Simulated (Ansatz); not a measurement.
**CH₇BrGe (built from SMILES Br.[CH3][GeH3]): search for a transition state**

Wanted: the transition state of a four-centre ligand exchange (form Ge1–Br7, C2–H6 and break Ge1–C2, H6–Br7). The guess is relaxed with those distances held, a saddle search follows, and vibrations and two downhill relaxations check it.

The runs use Ansatz 0.2.0, Gaussian basis; PBE0-D4, def2-SVP first, then def2-TZVP.

152 further runs of the same task are left out: 152 set aside as unsound or not needed. Runs told in other sessions of the task aren't counted.

## (1) The system as given

The guess: 10 atoms, charge 0, spin multiplicity 1.

Atoms are counted from 1 here; the program's logs count them from 0.

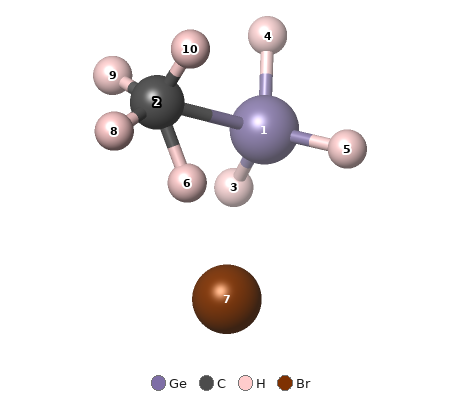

The starting geometry (germanium purple, carbon dark grey, hydrogen pink, bromine brown); atoms are numbered from 1 in the order of the file.

As a file:

| atom | x (Å) | y (Å) | z (Å) |
| --- | --- | --- | --- |
| Ge1 | -0.66410 | 0.92450 | -0.23760 |
| C2 | 0.29440 | -0.84030 | 0.69080 |
| H3 | -1.45930 | 0.52730 | -1.43320 |
| H4 | -1.61810 | 1.13950 | 0.93820 |
| H5 | 0.28190 | 2.07310 | -0.30280 |
| H6 | 0.74010 | -0.47230 | -0.49290 |
| Br7 | 1.42440 | -0.00180 | -2.18100 |
| H8 | 1.06280 | -1.61540 | 0.55790 |
| H9 | -0.63170 | -1.39640 | 0.84140 |
| H10 | 0.56960 | -0.33830 | 1.61920 |

Distances that are to change: Ge1–Br7 3.00 Å, C2–H6 1.32 Å, Ge1–C2 2.21 Å, H6–Br7 1.88 Å.

## (2) Relaxing the guess with the reacting distances held

Input file hold/in.yaml:

```yaml
crystal:
  periodic: [false, false, false]
  atoms:
    - {symbol: Ge, position_ang: [-0.664100, 0.924500, -0.237600]}
    - {symbol: C, position_ang: [0.294400, -0.840300, 0.690800]}
    - {symbol: H, position_ang: [-1.459300, 0.527300, -1.433200]}
    - {symbol: H, position_ang: [-1.618100, 1.139500, 0.938200]}
    - {symbol: H, position_ang: [0.281900, 2.073100, -0.302800]}
    - {symbol: H, position_ang: [0.740100, -0.472300, -0.492900]}
    - {symbol: Br, position_ang: [1.424400, -0.001800, -2.181000]}
    - {symbol: H, position_ang: [1.062800, -1.615400, 0.557900]}
    - {symbol: H, position_ang: [-0.631700, -1.396400, 0.841400]}
    - {symbol: H, position_ang: [0.569600, -0.338300, 1.619200]}
basis:
  gaussian: {orbitals: def2-SVP}
hamiltonian: {xc: pbe0, dispersion: d4}
relax: {f_tol: 0.04, max_steps: 150, escape_saddle: false, constraints: [{distance: [0, 6]}, {distance: [1, 5]}, {distance: [0, 1]}, {distance: [5, 6]}]}
```

On the command line:

```sh
$ ansatz run in.yaml --threads 8 --pin off --events-out ev --progress --plain --max-ram 19148MiB
```

Standard output, cut to the lines that bear on the results:

```text
Functional definition: PBE0
  name "PBE0"
  cite "Adamo & Barone, J. Chem. Phys. 110, 6158 (1999) doi:10.1063/1.478522"
  cite "Perdew, Burke & Ernzerhof, Phys. Rev. Lett. 77, 3865 (1996) doi:10.1103/PhysRevLett.77.3865"
  parent pbe
[...]
1221 factors; integrals over basis functions are off by at most 3.2e-4 eV
[...]
mean field -127680.87205552 eV, -4692.1855028368 hartree, gradient 3.2e-5 eV, S^2 0.000000; 0 other end points of the search recorded, 0 dependent functions left out
[...]
reference -127680.87208248 eV, -4692.1855038276 hartree; 40, 40 occupied and 73, 73 virtual orbitals, 1221 factors
relax step   1: F+E_penalty+E_count = -127681.03543185 eV  Δ(F+E_penalty+E_count) = +0.000e0 eV  max|allowed force component| = 4.998e-1 eV/Å  Δτ_max = 0.0000 Å  (25 SCF iters, accepted)
[...]
relax step   3: F+E_penalty+E_count = -127681.10343104 eV  Δ(F+E_penalty+E_count) = -1.054e-2 eV  max|allowed force component| = 4.502e-2 eV/Å  Δτ_max = 0.0481 Å  (24 SCF iters, accepted)
[...]
relax step   4: F+E_penalty+E_count = -127681.10398780 eV  Δ(F+E_penalty+E_count) = -5.568e-4 eV  max|allowed force component| = 1.441e-2 eV/Å  Δτ_max = 0.0107 Å  (23 SCF iters, accepted)
  distance Ge 0 - Br 6 held at 2.999445 Å   reaction = -3.2546e-1 eV/Å
  distance C 1 - H 5 held at 1.317277 Å   reaction = -2.3161e-1 eV/Å
  distance Ge 0 - C 1 held at 2.212503 Å   reaction = +6.0009e-1 eV/Å
  distance H 5 - Br 6 held at 1.881308 Å   reaction = +5.1152e-1 eV/Å
1221 factors; integrals over basis functions are off by at most 3.3e-4 eV
[...]
mean field -127680.94019524 eV, -4692.1880069254 hartree, gradient 1.9e-5 eV, S^2 0.000000; 1 other end points of the search recorded, 0 dependent functions left out
[...]
reference -127680.94022225 eV, -4692.1880079180 hartree; 40, 40 occupied and 73, 73 virtual orbitals, 1221 factors
Total energy: -127681.10401481 eV, -4692.1940271837 hartree
Atom 0 at    -0.661232     0.927987    -0.247327 Å, force     0.022715    -0.371841     0.471505 eV/Å
Atom 1 at     0.273514    -0.832447     0.713031 Å, force    -0.335903     0.412259    -0.044288 eV/Å
Atom 2 at    -1.469296     0.500976    -1.463297 Å, force     0.003012     0.001576     0.001998 eV/Å
Atom 3 at    -1.607948     1.099678     0.975418 Å, force     0.002037    -0.001703    -0.001332 eV/Å
Atom 4 at     0.321210     2.088128    -0.299629 Å, force    -0.001928    -0.003260    -0.000925 eV/Å
Atom 5 at     0.710490    -0.455287    -0.471038 Å, force     0.273059     0.174671    -0.658458 eV/Å
Atom 6 at     1.440395    -0.041901    -2.154983 Å, force     0.028058    -0.221971     0.258694 eV/Å
Atom 7 at     1.071320    -1.558965     0.471248 Å, force    -0.003474     0.006659    -0.003050 eV/Å
Atom 8 at    -0.654236    -1.407129     0.839382 Å, force     0.010062     0.005015    -0.009732 eV/Å
Atom 9 at     0.575784    -0.321141     1.637196 Å, force     0.002362    -0.001404    -0.014412 eV/Å
Dipole moment:    -0.608899    -0.002857     0.938646 e Å
```

Run time: 8.5 s. Hardware: 8 threads of Arm Neoverse V1, shared host.

Relaxation path:

| step | energy from step 1 (eV) | largest force component (eV/Å) |
| --- | --- | --- |
| 1 | 0.0000 | 0.4998 |
| 2 | -0.0575 | 0.2285 |
| 3 | -0.0680 | 0.0450 |
| 4 | -0.0686 | 0.0144 |

Distances of close pairs at the start and the end, largest changes first:

| bond | before (Å) | after (Å) | change (Å) |
| --- | --- | --- | --- |
| Ge1–H5 | 1.489 | 1.521 | +0.032 |
| Ge1–H3 | 1.490 | 1.521 | +0.031 |
| Ge1–H4 | 1.529 | 1.556 | +0.027 |
| C2–H9 | 1.091 | 1.099 | +0.008 |
| C2–H10 | 1.091 | 1.099 | +0.008 |
| C2–H8 | 1.099 | 1.106 | +0.006 |
| Ge1–C2 | 2.213 | 2.213 | +0.000 |
| C2–H6 | 1.317 | 1.317 | +0.000 |

## (3) A starting Hessian

Input file hessian/in.yaml:

```yaml
crystal:
  periodic: [false, false, false]
  atoms:
    - {symbol: Ge, position_ang: [-0.661232, 0.927987, -0.247327]}
    - {symbol: C, position_ang: [0.273514, -0.832447, 0.713031]}
    - {symbol: H, position_ang: [-1.469296, 0.500976, -1.463297]}
    - {symbol: H, position_ang: [-1.607948, 1.099678, 0.975418]}
    - {symbol: H, position_ang: [0.321210, 2.088128, -0.299629]}
    - {symbol: H, position_ang: [0.710490, -0.455287, -0.471038]}
    - {symbol: Br, position_ang: [1.440395, -0.041901, -2.154983]}
    - {symbol: H, position_ang: [1.071320, -1.558965, 0.471248]}
    - {symbol: H, position_ang: [-0.654236, -1.407129, 0.839382]}
    - {symbol: H, position_ang: [0.575784, -0.321141, 1.637196]}
basis:
  gaussian: {orbitals: def2-SVP}
hamiltonian: {xc: pbe0, dispersion: d4}
phonons: {}
scf: {lower_state_search: off}
```

On the command line:

```sh
$ ansatz run in.yaml --threads 8 --pin off --events-out ev --progress --plain --max-ram 19148MiB
```

Standard output, cut to the lines that bear on the results:

```text
[... 5 set-up lines as earlier in the session ...]
[...]
1223 factors; integrals over basis functions are off by at most 3.3e-4 eV
[...]
mean field -127680.94019570 eV, -4692.1880069424 hartree, gradient 4.9e-6 eV, S^2 0.000000; 0 other end points of the search recorded, 0 dependent functions left out
[...]
reference -127680.94022271 eV, -4692.1880079349 hartree; 40, 40 occupied and 73, 73 virtual orbitals, 1223 factors
[... from here to the last solve, the lines of the solves are left out (59 solves) ...]
1223 factors; integrals over basis functions are off by at most 3.3e-4 eV
mean field -127680.94014476 eV, -4692.1880050703 hartree, gradient 1.2e-6 eV, S^2 0.000000; 0 other end points of the search recorded, 0 dependent functions left out
[...]
WARN: phonons: modes at or below zero, which the zero-point energy, F, S and C_V leave out: 1, the lowest at -788.27 cm⁻¹. A minimum has none, and a first-order saddle one
[...]
Atom 3 at    -1.607948     1.099678     0.975418 Å, force     0.002036    -0.001709    -0.001324 eV/Å
Atom 4 at     0.321210     2.088128    -0.299629 Å, force    -0.001934    -0.003270    -0.000924 eV/Å
Atom 5 at     0.710490    -0.455287    -0.471038 Å, force     0.273070     0.174672    -0.658476 eV/Å
Atom 6 at     1.440395    -0.041901    -2.154983 Å, force     0.028061    -0.221982     0.258705 eV/Å
Atom 7 at     1.071320    -1.558965     0.471248 Å, force    -0.003491     0.006677    -0.003046 eV/Å
Atom 8 at    -0.654236    -1.407129     0.839382 Å, force     0.010059     0.005019    -0.009733 eV/Å
Atom 9 at     0.575784    -0.321141     1.637196 Å, force     0.002357    -0.001405    -0.014420 eV/Å
Dipole moment:    -0.608900    -0.002858     0.938647 e Å
Vibrations: -788.27 155.47 162.13 281.78 282.33 445.20 509.82 575.75 607.54 761.94 828.27 869.74 897.28 1102.98 1128.55 1323.62 1404.64 1532.29 2085.48 2232.93 2265.65 3055.03 3156.50 3213.52 cm⁻¹, zero-point energy 1.790236 eV
Checks for a lower state left out: stability, starts, cluster_reference, orbital_swaps, neighbouring_geometries, increment
```

Run time: 63 s. Hardware: 8 threads of Arm Neoverse V1, shared host.

The structure is not stationary yet, so these wavenumbers are no spectrum; the search needs only the force constants.

## (4) Saddle search in the small basis

The search itself is an outer loop (partitioned rational-function steps, Bofill update of the Hessian). Each step is one single-point run with forces. It stops when the largest force is under 0.04 eV/Å and the followed curvature is negative. The first step's input:

Input file presaddle/in.yaml:

```yaml
crystal:
  periodic: [false, false, false]
  atoms:
    - {symbol: Ge, position_ang: [-0.661232, 0.927987, -0.247327]}
    - {symbol: C, position_ang: [0.273514, -0.832447, 0.713031]}
    - {symbol: H, position_ang: [-1.469296, 0.500976, -1.463297]}
    - {symbol: H, position_ang: [-1.607948, 1.099678, 0.975418]}
    - {symbol: H, position_ang: [0.321210, 2.088128, -0.299629]}
    - {symbol: H, position_ang: [0.710490, -0.455287, -0.471038]}
    - {symbol: Br, position_ang: [1.440395, -0.041901, -2.154983]}
    - {symbol: H, position_ang: [1.071320, -1.558965, 0.471248]}
    - {symbol: H, position_ang: [-0.654236, -1.407129, 0.839382]}
    - {symbol: H, position_ang: [0.575784, -0.321141, 1.637196]}
basis:
  gaussian: {orbitals: def2-SVP}
hamiltonian: {xc: pbe0, dispersion: d4}
output: {forces: true}
scf: {lower_state_search: off}
```

On the command line:

```sh
$ ansatz run in.yaml --threads 8 --pin off --events-out ev --progress --plain --max-ram 19148MiB
```

Step by step:

| step | energy (eV) | largest force (eV/Å) | followed curvature (eV/Å²) |
| --- | --- | --- | --- |
| 1 | -127681.10399 | 0.6585 | -5.06 |
| 2 | -127681.02814 | 0.3973 | -4.26 |
| 3 | -127681.02808 | 0.4012 | -5.04 |
| 4 | -127681.03942 | 0.0693 | -4.66 |
| 5 | -127681.03942 | 0.0073 | -5.06 |

The 5 steps took 4.5 s in all (8 threads of Arm Neoverse V1, shared host).

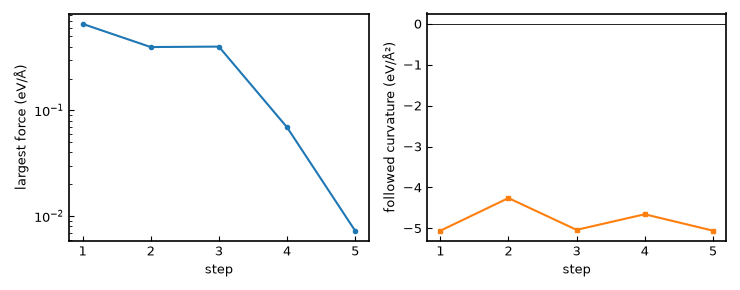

Largest force and followed curvature during the search.

## (5) Saddle search in triple zeta

A small driver takes partitioned rational-function steps: uphill along one mode, downhill along the rest. It calls the program once a step for energy and forces and updates the Hessian by Bofill's formula. It stops when the largest force is under 0.01 eV/Å and the followed curvature is negative. The first step's input:

Input file saddle/in.yaml:

```yaml
crystal:
  periodic: [false, false, false]
  atoms:
    - {symbol: Ge, position_ang: [-0.623368, 0.931903, -0.310565]}
    - {symbol: C, position_ang: [0.294375, -0.858926, 0.717138]}
    - {symbol: H, position_ang: [-1.509677, 0.545871, -1.487081]}
    - {symbol: H, position_ang: [-1.513664, 0.999998, 0.965661]}
    - {symbol: H, position_ang: [0.296573, 2.145296, -0.312305]}
    - {symbol: H, position_ang: [0.673707, -0.469836, -0.396706]}
    - {symbol: Br, position_ang: [1.409033, -0.002083, -2.164068]}
    - {symbol: H, position_ang: [1.075578, -1.624511, 0.558133]}
    - {symbol: H, position_ang: [-0.666554, -1.378596, 0.814868]}
    - {symbol: H, position_ang: [0.563996, -0.289217, 1.614924]}
basis:
  gaussian: {orbitals: def2-TZVP}
hamiltonian: {xc: pbe0, dispersion: d4}
output: {forces: true}
scf: {lower_state_search: off}
```

On the command line:

```sh
$ ansatz run in.yaml --threads 8 --pin off --events-out ev --progress --plain --max-ram 19148MiB
```

Step by step:

| step | energy (eV) | largest force (eV/Å) | followed curvature (eV/Å²) |
| --- | --- | --- | --- |
| 1 | -127697.98903 | 0.2623 | -5.06 |
| 2 | -127697.99531 | 0.0291 | -4.88 |
| 3 | -127697.99548 | 0.0103 | -4.79 |
| 4 | -127697.99549 | 0.0052 | -4.77 |

The 4 steps took 6.2 s in all (8 threads of Arm Neoverse V1, shared host).

The point found:

```
Ge   -0.6333    0.9300   -0.2934
C     0.2918   -0.8528    0.7131
H    -1.4930    0.5300   -1.4800
H    -1.5226    0.9997    0.9782
H     0.3055    2.1240   -0.3094
H     0.6615   -0.4572   -0.3944
Br    1.4235   -0.0100   -2.1731
H     1.0672   -1.6110    0.5479
H    -0.6625   -1.3666    0.8094
H     0.5617   -0.2862    1.6017
```

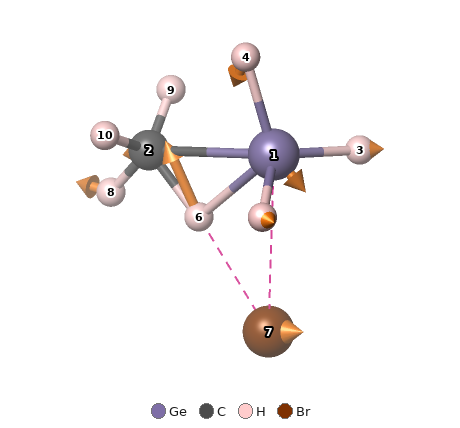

The point found; arrows show the followed mode. Pairs that react are joined by broken lines, hidden where the pair is close enough to be drawn as a bond.

## (6) Vibrations at the point found

Input file vib/in.yaml:

```yaml
crystal:
  periodic: [false, false, false]
  atoms:
    - {symbol: Ge, position_ang: [-0.633269, 0.930018, -0.293366]}
    - {symbol: C, position_ang: [0.291770, -0.852832, 0.713090]}
    - {symbol: H, position_ang: [-1.492979, 0.530044, -1.479957]}
    - {symbol: H, position_ang: [-1.522575, 0.999654, 0.978197]}
    - {symbol: H, position_ang: [0.305530, 2.124010, -0.309439]}
    - {symbol: H, position_ang: [0.661539, -0.457194, -0.394450]}
    - {symbol: Br, position_ang: [1.423528, -0.009976, -2.173069]}
    - {symbol: H, position_ang: [1.067227, -1.611016, 0.547896]}
    - {symbol: H, position_ang: [-0.662497, -1.366613, 0.809369]}
    - {symbol: H, position_ang: [0.561725, -0.286196, 1.601728]}
basis:
  gaussian: {orbitals: def2-TZVP}
hamiltonian: {xc: pbe0, dispersion: d4}
phonons: {temperatures: {t_min: 298.15, t_max: 900, t_step: 200}}
```

On the command line:

```sh
$ ansatz run in.yaml --threads 8 --pin off --events-out ev --progress --plain --max-ram 19148MiB
```

Standard output, cut to the lines that bear on the results:

```text
[... 5 set-up lines as earlier in the session ...]
[...]
1302 factors; their error is unknown
[...]
mean field -127697.83211605 eV, -4692.8087735653 hartree, gradient 5.7e-5 eV, S^2 0.000000; 0 other end points of the search recorded, 0 dependent functions left out
[...]
reference -127697.83214469 eV, -4692.8087746179 hartree; 40, 40 occupied and 129, 129 virtual orbitals, 1302 factors
[... from here to the last solve, the lines of the solves are left out (59 solves) ...]
1302 factors; their error is unknown
mean field -127697.83202712 eV, -4692.8087702972 hartree, gradient 2.9e-6 eV, S^2 0.000000; 0 other end points of the search recorded, 0 dependent functions left out
[...]
WARN: phonons: modes at or below zero, which the zero-point energy, F, S and C_V leave out: 1, the lowest at -466.43 cm⁻¹. A minimum has none, and a first-order saddle one
[...]
Atom 2 at    -1.492979     0.530044    -1.479957 Å, force    -0.000340     0.000361    -0.000484 eV/Å
Atom 3 at    -1.522575     0.999654     0.978197 Å, force     0.000281     0.000104     0.000284 eV/Å
Atom 4 at     0.305530     2.124010    -0.309439 Å, force    -0.000431    -0.000183    -0.000325 eV/Å
Atom 5 at     0.661539    -0.457194    -0.394450 Å, force    -0.000409    -0.003073     0.003021 eV/Å
Atom 6 at     1.423528    -0.009976    -2.173069 Å, force    -0.000185     0.000119    -0.000011 eV/Å
Atom 7 at     1.067227    -1.611016     0.547896 Å, force     0.000323     0.001344     0.000328 eV/Å
Atom 8 at    -0.662497    -1.366613     0.809369 Å, force     0.001791     0.000750    -0.000130 eV/Å
Atom 9 at     0.561725    -0.286196     1.601728 Å, force     0.000157    -0.000454     0.002085 eV/Å
Dipole moment:    -0.693888     0.021634     1.036041 e Å
Vibrations: -466.43 166.79 201.69 253.03 256.85 400.46 548.80 557.88 664.66 782.81 857.26 902.02 1056.19 1244.06 1289.28 1351.90 1436.38 1649.51 2079.64 2224.09 2262.36 3051.72 3147.22 3204.67 cm⁻¹, zero-point energy 1.834300 eV
```

Run time: 88 s. Hardware: 8 threads of Arm Neoverse V1, shared host.

Wavenumbers and character of the modes:

| mode | wavenumber (cm⁻¹) | character |
| --- | --- | --- |
| 1 | 466i | changes C2–H6, Ge1–C2, H6–Br7 |
| 2 | 167 | not assigned (largely outside the bonds, angles and torsions drawn) |
| 3 | 202 | bend |
| 4 | 253 | bend |
| 5 | 257 | not assigned (largely outside the bonds, angles and torsions drawn) |
| 6 | 400 | not assigned (largely outside the bonds, angles and torsions drawn) |
| 7 | 549 | bend |
| 8 | 558 | not assigned (largely outside the bonds, angles and torsions drawn) |
| 9 | 665 | bend |
| 10 | 783 | bend |
| 11 | 857 | bend |
| 12 | 902 | bend |
| 13 | 1056 | bend with Ge–H stretch |
| 14 | 1244 | bend |
| 15 | 1289 | bend with C–H stretch |
| 16 | 1352 | bend |
| 17 | 1436 | bend |
| 18 | 1650 | bend with C–H stretch |
| 19 | 2080 | Ge–H stretch |
| 20 | 2224 | Ge–H stretch |
| 21 | 2262 | Ge–H stretch |
| 22 | 3052 | C–H stretch |
| 23 | 3147 | C–H stretch |
| 24 | 3205 | C–H stretch |

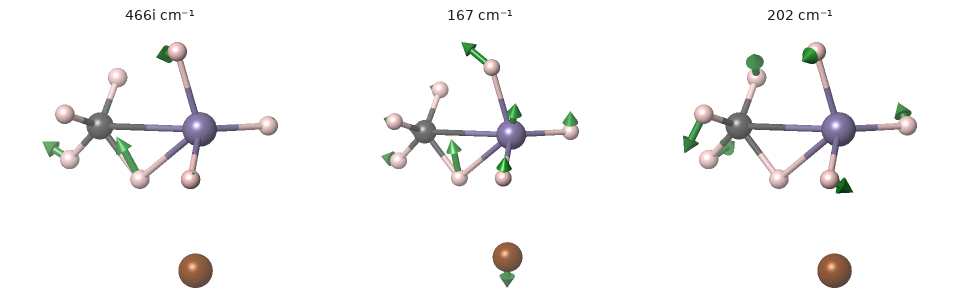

How the atoms move in 3 of the modes.

Vibrational sums (real modes only):

| T (K) | entropy (J/mol/K) | heat capacity (J/mol/K) |
| --- | --- | --- |
| 298 | 46.3 | 60.8 |
| 498 | 85.7 | 93.5 |
| 698 | 121.2 | 117.0 |
| 898 | 152.8 | 134.0 |

## (7) Relaxing after a step of 0.30 Å one way along the mode

Input file downa/in.yaml:

```yaml
crystal:
  periodic: [false, false, false]
  atoms:
    - {symbol: Ge, position_ang: [-0.589847, 0.995111, -0.452249]}
    - {symbol: C, position_ang: [0.354920, -0.949242, 0.750001]}
    - {symbol: H, position_ang: [-1.546167, 0.567581, -1.539479]}
    - {symbol: H, position_ang: [-1.417826, 0.915331, 0.919578]}
    - {symbol: H, position_ang: [0.303189, 2.207352, -0.329360]}
    - {symbol: H, position_ang: [0.516085, -0.482781, -0.133321]}
    - {symbol: Br, position_ang: [1.359339, 0.113491, -2.238296]}
    - {symbol: H, position_ang: [1.103670, -1.730122, 0.637264]}
    - {symbol: H, position_ang: [-0.662162, -1.360081, 0.797819]}
    - {symbol: H, position_ang: [0.578800, -0.276741, 1.588041]}
basis:
  gaussian: {orbitals: def2-TZVP}
hamiltonian: {xc: pbe0, dispersion: d4}
relax: {f_tol: 0.005, max_steps: 200}
```

On the command line:

```sh
$ ansatz run in.yaml --threads 8 --pin off --events-out ev --progress --plain --max-ram 19148MiB
```

Standard output, cut to the lines that bear on the results:

```text
[... 5 set-up lines as earlier in the session ...]
[...]
1302 factors; their error is unknown
[...]
mean field -127697.83935133 eV, -4692.8090394570 hartree, gradient 7.4e-5 eV, S^2 0.000000; 0 other end points of the search recorded, 0 dependent functions left out
[...]
reference -127697.83938043 eV, -4692.8090405265 hartree; 40, 40 occupied and 129, 129 virtual orbitals, 1302 factors
relax step   1: F+E_penalty+E_count = -127697.99998665 eV  Δ(F+E_penalty+E_count) = +0.000e0 eV  max|allowed force component| = 3.835e0 eV/Å  Δτ_max = 0.0000 Å  (27 SCF iters, accepted)
[...]
Atom 0 at    -0.761944     1.696603    -1.140209 Å, force     0.000004     0.000089    -0.000032 eV/Å
Atom 1 at     0.621637    -1.610337     1.238331 Å, force     0.000067    -0.000018    -0.000052 eV/Å
Atom 2 at    -2.020653     1.633591    -2.010578 Å, force    -0.000011     0.000011    -0.000065 eV/Å
Atom 3 at    -0.939513     0.929101     0.172215 Å, force    -0.000077     0.000060     0.000035 eV/Å
Atom 4 at    -0.315057     3.141420    -0.898022 Å, force     0.000022     0.000047    -0.000040 eV/Å
Atom 5 at     0.980886    -1.301005     0.257177 Å, force    -0.000121     0.000093     0.000076 eV/Å
Atom 6 at     0.929363     0.653143    -2.318858 Å, force     0.000026    -0.000049    -0.000060 eV/Å
Atom 7 at     1.179013    -2.485570     1.571125 Å, force     0.000092    -0.000031    -0.000060 eV/Å
Atom 8 at    -0.437958    -1.858528     1.177262 Å, force     0.000067    -0.000062     0.000116 eV/Å
Atom 9 at     0.764226    -0.798519     1.951555 Å, force    -0.000069    -0.000141     0.000082 eV/Å
Dipole moment:    -0.284670     0.179386     0.193274 e Å
```

It took 35 s on 8 threads of Arm Neoverse V1, shared host.

Relaxation path: (the energy doesn't fall at every step)

| step | energy from step 1 (eV) | largest force component (eV/Å) |
| --- | --- | --- |
| 1 | 0.0000 | 3.8346 |
| 2 | -0.7890 | 0.9639 |
| 3 | -1.4291 | 1.0771 |
| 4 | -1.9025 | 0.9795 |
| 5 | -2.2360 | 0.7291 |
| 6 | -2.3770 | 0.5334 |
| 7 | -2.5293 | 0.1834 |
| 8 | -2.5600 | 0.0605 |
| 9 | -2.5401 | 0.3225 |
| 10 | -2.5657 | 0.0173 |
| 11 | -2.5681 | 0.0505 |
| 12 | -2.5690 | 0.0411 |
| 13 | -2.5692 | 0.0220 |
| 14 | -2.5693 | 0.0070 |
| 15 | -2.5693 | 0.0060 |
| 16 | -2.5693 | 0.0189 |
| 17 | -2.5693 | 0.0090 |
| 18 | -2.5693 | 0.0001 |

Close pairs (by a distance rule), those that changed most:

| bond | before (Å) | after (Å) | change (Å) |
| --- | --- | --- | --- |
| Ge1–H6 | 1.873 | 3.738 | +1.865 |
| Ge1–Br7 | 2.787 | 2.311 | -0.476 |
| C2–H6 | 1.012 | 1.090 | +0.078 |
| Ge1–H4 | 1.604 | 1.531 | -0.074 |
| Ge1–H3 | 1.510 | 1.532 | +0.022 |
| Ge1–H5 | 1.511 | 1.532 | +0.021 |
| C2–H9 | 1.098 | 1.090 | -0.008 |
| C2–H10 | 1.098 | 1.090 | -0.008 |

[end of part 1 of 2]
